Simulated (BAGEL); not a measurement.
# A workflow on singlet GeH2ClO+

Wanted: a single-point energy (singlet GeH2ClO+, HF/cc-pVDZ), then a single-point energy (doublet GeH2ClO, NEVPT2(3,3)/cc-pVDZ), then a single-point energy (doublet GeH2ClO, CASPT2(3,3)/cc-pVDZ) of ClGeH2O. 

Program for the calculation: BAGEL 1.2.2.

### Step 1. The molecule

GeH2ClO+ has 5 atoms, charge +1, and is taken as a singlet. SMILES of the parent species: `[O][GeH2][Cl]`. One bond was lengthened or shortened from a relaxed shape. That shape belongs to the parent species and isn't relaxed for this state.

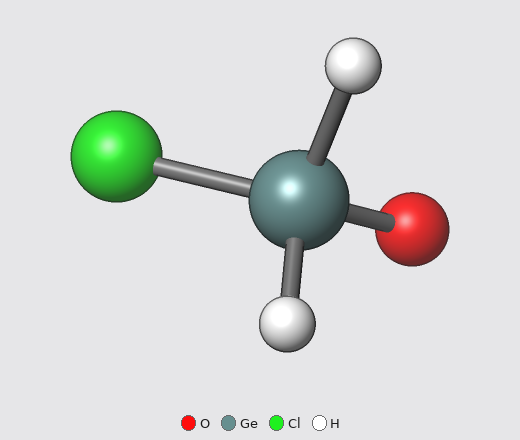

Viewed from a chosen angle; oxygen red, germanium teal, chlorine green, hydrogen white.

### Step 2. The energy at HF/cc-pVDZ (density fitting with svp-jkfit) (run 1)

File calc.json:

```json
{ "bagel": [

{
  "title": "molecule",
  "basis": "cc-pvdz.json",
  "df_basis": "svp-jkfit",
  "angstrom": true,
  "geometry": [
    { "atom": "O", "xyz": [   -0.265995,   -0.402425,    1.755165 ] },
    { "atom": "Ge", "xyz": [    0.130105,    0.108175,    0.095165 ] },
    { "atom": "Cl", "xyz": [   -1.340695,    1.479475,   -0.649235 ] },
    { "atom": "H", "xyz": [    0.081000,   -1.343800,   -0.899000 ] },
    { "atom": "H", "xyz": [    1.471005,    0.842375,    0.175065 ] }
  ]
},
{ "title": "hf", "charge": 1 },
{ "title": "print", "file": "orbitals.molden", "orbitals": true }

]}
```

The basis set cc-pVDZ is read from a file made from the Basis Set Exchange's data (not shown).

Command:

```sh
$ BAGEL_NUM_THREADS=1 BAGEL calc.json > calc.out
```

Standard output:

```text
* using 1 threads per process

  ===============================================================
  ===============================================================

  *** Geometry ***

  { "atom" : "O", "xyz" : [     -0.502658,     -0.760473,      3.316781 ] },
  { "atom" : "Ge", "xyz" : [      0.245863,      0.204421,      0.179836 ] },
  { "atom" : "Cl", "xyz" : [     -2.533546,      2.795803,     -1.226876 ] },
  { "atom" : "H", "xyz" : [      0.153068,     -2.539414,     -1.698864 ] },
  { "atom" : "H", "xyz" : [      2.779797,      1.591858,      0.330825 ] },

  Number of auxiliary basis functions:      507

  Since a DF basis is specified, we compute 2- and 3-index integrals:
    o Being stored without compression. Storage requirement is 0.019 GB

  Number of basis functions:       69
  Number of electrons      :       59

    * METHOD: MOLECULE                             0.33

  *** RHF ***

  === Nuclear Repulsion ===
   262.3265668426

      * DIIS with orbital gradients will be used.

  === RHF iteration (cc-pvdz.json) ===
      0      -2609.72417843          0.02938851           0.10
      1      -2608.60353117          0.05788764           0.13
      2      -2610.28156709          0.00813669           0.09
      3      -2610.32718506          0.00559438           0.09
      4      -2610.34371613          0.00365463           0.09
      5      -2610.36081078          0.00109716           0.09
      6      -2610.36360978          0.00038992           0.09
      7      -2610.36401186          0.00010361           0.10
      8      -2610.36402817          0.00005619           0.09
      9      -2610.36403515          0.00004864           0.09
[... 27 lines of this table left out ...]
     37      -2610.36420181          0.00000002           0.10
     38      -2610.36420181          0.00000002           0.08
     39      -2610.36420181          0.00000001           0.08
     40      -2610.36420181          0.00000001           0.09
    * SCF iteration converged.

    * Permanent dipole moment:
           (   -1.139504,     1.239974,    -0.618787) a.u.

    * METHOD: HF                                   3.99

    * METHOD: PRINT                                0.03

  ===============================================================
```

It took 5.1 s on 1 thread of AMD EPYC 7R43 (Zen 3), shared host; peak memory 0.14 GiB.

### Step 3. Doublet neutral GeH2ClO: the energy at NEVPT2(3,3)/cc-pVDZ (density fitting with svp-jkfit) (run 2)

File input.json:

```json
{ "bagel": [

{
  "title": "molecule",
  "basis": "cc-pvdz.json",
  "df_basis": "svp-jkfit",
  "angstrom": true,
  "geometry": [
    { "atom": "O", "xyz": [      -0.265995,      -0.402425,       1.755165 ] },
    { "atom": "Ge", "xyz": [       0.130105,       0.108175,       0.095165 ] },
    { "atom": "Cl", "xyz": [      -1.340695,       1.479475,      -0.649235 ] },
    { "atom": "H", "xyz": [       0.081000,      -1.343800,      -0.899000 ] },
    { "atom": "H", "xyz": [       1.471005,       0.842375,       0.175065 ] }
  ]
},

{
  "title": "hf",
  "charge": 1
},

{
  "title": "casscf",
  "nstate": 1,
  "nact": 3,
  "nclosed": 28,
  "nspin": 1,
  "active": [26, 30, 32],
  "maxiter": 200,
  "natocc": true
},

{
  "title": "nevpt2",
  "nstate": 1,
  "nact": 3,
  "nclosed": 28,
  "nspin": 1,
  "active": [26, 30, 32],
  "maxiter": 200,
  "natocc": true,
  "ncore": 15
},

{
  "title": "print",
  "file": "orbitals.molden",
  "orbitals": true
}

]}
```

The basis set cc-pVDZ is read from a file made from the Basis Set Exchange's data (not shown).

Command:

```sh
$ BAGEL_NUM_THREADS=1 BAGEL input.json > input.out
```

Standard output:

```text
* using 1 threads per process

  ===============================================================
  ===============================================================

  *** Geometry ***

  { "atom" : "O", "xyz" : [     -0.502658,     -0.760473,      3.316781 ] },
  { "atom" : "Ge", "xyz" : [      0.245863,      0.204421,      0.179836 ] },
  { "atom" : "Cl", "xyz" : [     -2.533546,      2.795803,     -1.226876 ] },
  { "atom" : "H", "xyz" : [      0.153068,     -2.539414,     -1.698864 ] },
  { "atom" : "H", "xyz" : [      2.779797,      1.591858,      0.330825 ] },

  Number of auxiliary basis functions:      507

  Since a DF basis is specified, we compute 2- and 3-index integrals:
    o Being stored without compression. Storage requirement is 0.019 GB

[... 18 lines left out ...]
    * SCF iteration converged.
[... 1 line left out ...]
    * Permanent dipole moment:
[... 28 lines left out ...]
    * Second-order optimization converged. *
[... 11 lines left out ...]
     * ci vector, state   0, <S^2> = 0.7500
       2a.    -0.9902855724
       .a2    -0.1348651818

    * METHOD: CASSCF                               8.66

    * freezing 15 orbitals

  === DF-NEVPT2 calculation ===

    * 3-index integral transformation done
    * assembly done

      NEVPT2 correlation energy:   -0.3728649763      0.14

          (+0)     -0.2834562358
          (+0)'    -0.0137640373
          (+1)     -0.0173929589
          (+1)'    -0.0001161753
          (+2)     -0.0003467938
          (-1)     -0.0494546193
          (-1)'    -0.0003234916
          (-2)     -0.0080106643

      NEVPT2 total energy:       -2611.2492521582

    * METHOD: NEVPT2                               0.32

    * METHOD: PRINT                                0.03

  ===============================================================
```

Wall time 16 s (1 thread of AMD EPYC 7R43 (Zen 3), shared host); peak memory 0.14 GiB.

### Step 4. Doublet neutral GeH2ClO: a single-point energy at CASPT2(3,3)/cc-pVDZ (density fitting with svp-jkfit) (run 3)

File input.json:

```json
{ "bagel" : [

{
  "title" : "molecule",
  "basis" : "cc-pvdz.json",
  "df_basis" : "svp-jkfit",
  "angstrom" : true,
  "geometry" : [
    { "atom" : "O", "xyz" : [      -0.265995,      -0.402425,       1.755165 ] },
    { "atom" : "Ge", "xyz" : [       0.130105,       0.108175,       0.095165 ] },
    { "atom" : "Cl", "xyz" : [      -1.340695,       1.479475,      -0.649235 ] },
    { "atom" : "H", "xyz" : [       0.081000,      -1.343800,      -0.899000 ] },
    { "atom" : "H", "xyz" : [       1.471005,       0.842375,       0.175065 ] }
  ]
},

{ "title" : "hf", "charge" : 1 },

{ "title" : "casscf", "nstate" : 1, "nact" : 3, "nclosed" : 28, "nspin" : 1, "active" : [26, 30, 32], "maxiter" : 200, "natocc" : true },

{ "title" : "print", "file" : "orbitals.molden", "orbitals" : true },

{ "title" : "smith", "method" : "caspt2", "ms" : true, "xms" : true, "sssr" : true, "shift" : 0.2, "shift_imag" : true, "ncore" : 15 }

]}
```

The basis set cc-pVDZ is read from a file made from the Basis Set Exchange's data (not shown).

Command:

```sh
$ BAGEL_NUM_THREADS=1 BAGEL input.json > input.out
```

Standard output:

```text
* using 1 threads per process

  ===============================================================
  ===============================================================

  *** Geometry ***

  { "atom" : "O", "xyz" : [     -0.502658,     -0.760473,      3.316781 ] },
  { "atom" : "Ge", "xyz" : [      0.245863,      0.204421,      0.179836 ] },
  { "atom" : "Cl", "xyz" : [     -2.533546,      2.795803,     -1.226876 ] },
  { "atom" : "H", "xyz" : [      0.153068,     -2.539414,     -1.698864 ] },
  { "atom" : "H", "xyz" : [      2.779797,      1.591858,      0.330825 ] },

  Number of auxiliary basis functions:      507

  Since a DF basis is specified, we compute 2- and 3-index integrals:
    o Being stored without compression. Storage requirement is 0.019 GB

[... 18 lines left out ...]
    * SCF iteration converged.
[... 1 line left out ...]
    * Permanent dipole moment:
[... 28 lines left out ...]
    * Second-order optimization converged. *
[... 11 lines left out ...]
     * ci vector, state   0, <S^2> = 0.7500
[... 16 lines left out ...]
    * Zeroth order energy : state  0       -1.2325549482
[... 4 lines left out ...]
       #      aibj      arbs      arbi      airj      risj      airs      arst      rist         Etot      error   time
[... 2 lines left out ...]
       0  -0.28314  -0.00972  -0.05358  -0.01921  -0.00051  -0.01358  -0.00036  -0.00014   -0.3802336  0.0012467   0.08
       1  -0.28334  -0.00977  -0.05369  -0.01941  -0.00054  -0.01369  -0.00037  -0.00014   -0.3809391  0.0001952   0.06
       2  -0.28334  -0.00976  -0.05370  -0.01941  -0.00054  -0.01369  -0.00037  -0.00015   -0.3809559  0.0000424   0.07
       3  -0.28334  -0.00976  -0.05370  -0.01941  -0.00054  -0.01369  -0.00037  -0.00014   -0.3809566  0.0000089   0.07
       4  -0.28334  -0.00976  -0.05370  -0.01941  -0.00054  -0.01369  -0.00037  -0.00014   -0.3809566  0.0000017   0.07
       5  -0.28334  -0.00976  -0.05370  -0.01941  -0.00054  -0.01369  -0.00037  -0.00014   -0.3809566  0.0000003   0.07

      ------------------------------------------------------------------------------------------------------------------

    * CASPT2 energy : state  0    -2611.2594066686
        w/o shift correction      -2611.2573437982
        reference weight              0.8851296904

    * METHOD: SMITH                                0.68

  ===============================================================
```

Run time: 14 s. Hardware: 1 thread of AMD EPYC 7R43 (Zen 3), shared host; peak memory 0.14 GiB.

### Step 5. Outcome

| quantity | value |
| --- | --- |
| run 1, HF/cc-pVDZ: total energy | -2610.36420 Eh |
| run 1, HF/cc-pVDZ: HOMO energy | -17.72 eV |
| run 1, HF/cc-pVDZ: LUMO energy | -10.53 eV |
| run 1, HF/cc-pVDZ: HOMO–LUMO gap | 7.19 eV |
| doublet neutral GeH2ClO, run 2: total energy | -2611.24925 Eh |
| doublet neutral GeH2ClO, run 3: total energy | -2611.25941 Eh |
